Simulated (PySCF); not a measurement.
# C7H11B (SMILES BC/C(C)=C\C#CC): what the fields show

The calculation's input:

```
{"job": {"kind": "uv", "xc": "PBE0", "basis": "def2-SVPD", "nstates": 8, "ntriplets": 3}, "charge": 0, "multiplicity": 1}
B      0.322232     2.460665    -0.244356
C      0.395248     1.057895    -0.947426
C     -0.856362     0.234864    -0.903713
C     -1.954712     0.669850    -1.822110
C     -0.998870    -0.811601    -0.085211
C      0.007200    -1.276984     0.786450
C      0.852661    -1.705726     1.528111
C      1.875485    -2.217083     2.414082
H      1.247636     3.172983    -0.312850
H     -0.625911     2.797484     0.350522
H      1.205321     0.498971    -0.464946
H      0.711205     1.184339    -1.988624
H     -1.623043     0.614947    -2.860083
H     -2.839636     0.047734    -1.708748
H     -2.224269     1.706370    -1.619028
H     -1.925898    -1.371947    -0.061916
H      2.257058    -3.166751     2.036853
H      1.463359    -2.377994     3.410621
H      2.701492    -1.508764     2.484911
```

Command:

```sh
OMP_NUM_THREADS=1 python probes_run.py task.json out
```

Geometry: GFN2-xTB.

The calculation used PySCF, PBE0/def2-SVPD, SCF density, gas phase.

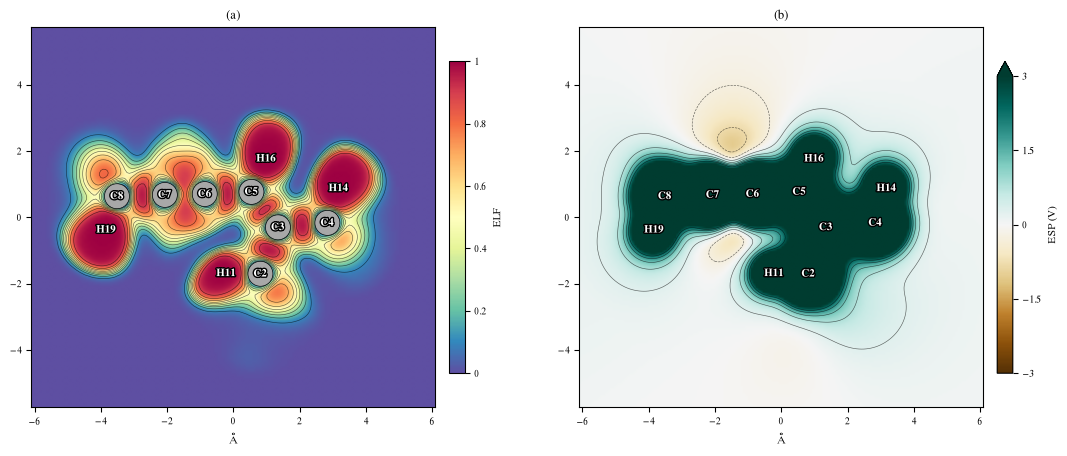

Figure 1. (a) ELF; (b) molecular electrostatic potential on the plane of atoms C3, C5 and H16. Grey discs cover the atomic cores in the ELF map.

What do the fields say about this system?

Answer. The plane passes through C and H nuclei.
C–C (1.20 Å): the ELF peaks at about 0.80 between the atoms (a short, multiple covalent bond).
C–H (1.08 Å): the ELF climbs to about 1 towards the hydrogen, as it does in any bond to H (an ordinary covalent bond to hydrogen).
C–C (1.34 Å): the ELF peaks at about 0.95 between the atoms (a multiple bond).
Outside the dense part of the molecule the potential is most negative (−1.0 V) near C6.

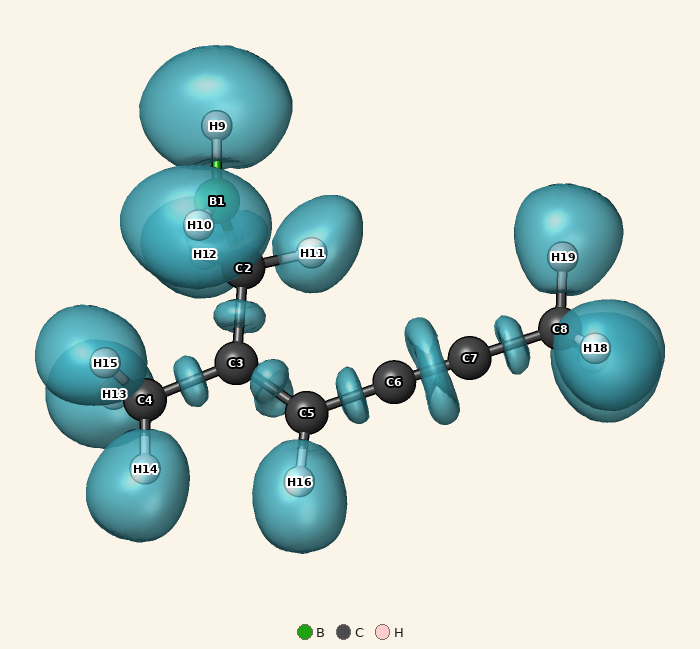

Figure 2. Isosurface of the ELF at 0.85 (cyan), seen across its widest extent. Core shells and regions of very low density are left out.

Where are the electrons localised?

Answer. At this value the surface marks out one region between bonded B–C atoms (shared pairs), six regions between bonded C–C atoms (shared pairs) and eleven regions around hydrogen nuclei.


 C–B (1.57 Å): the ELF peaks at about 1 between the atoms: a covalent bond.

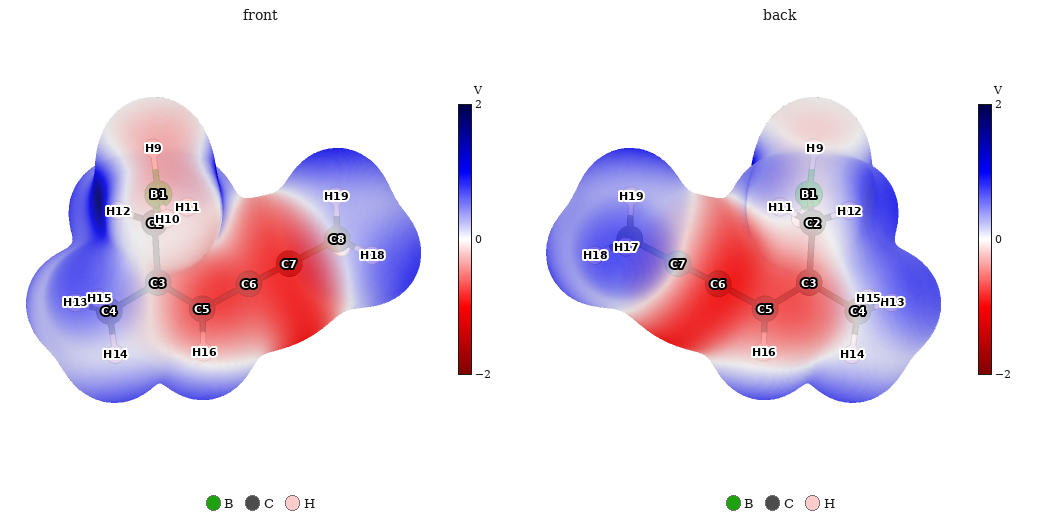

Figure 3. The electrostatic potential painted on the density surface at 0.002 e/bohr³, seen from the front and from behind; red is negative and blue positive.

Describe the electrostatic potential map.

Answer. The most negative region (about −1.0 V) lies over C6 and C7, the most positive (about +1.6 V) over B1.

How polar is the molecule by this calculation?

Answer. Its dipole moment is 0.61 D.
